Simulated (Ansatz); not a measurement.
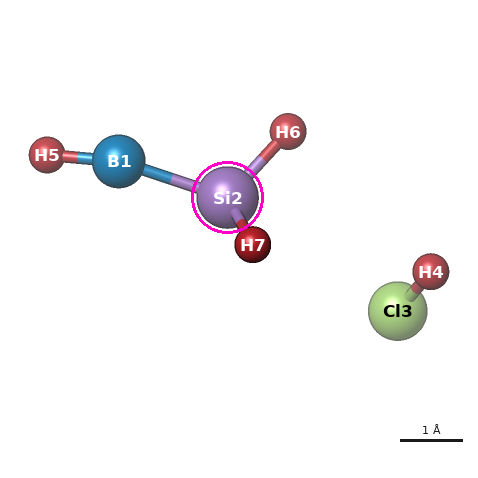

Orthographic view. Depth is shown by fading: the farther an atom, the more it takes the colour of the background. The computed structure is the end point of a PBE-D4/def2-SVP optimisation. No frequency run is at hand to confirm it as a minimum.

> Which atoms are bonded to the circled atom?

The circled atom is Si2; it is bonded to B1, H6, H7.

> Which atom is farthest from the viewer?

Cl3, 1.0 Å behind the mean position.

> Which atom is nearest the viewer?

H7, 1.3 Å in front of the mean position.
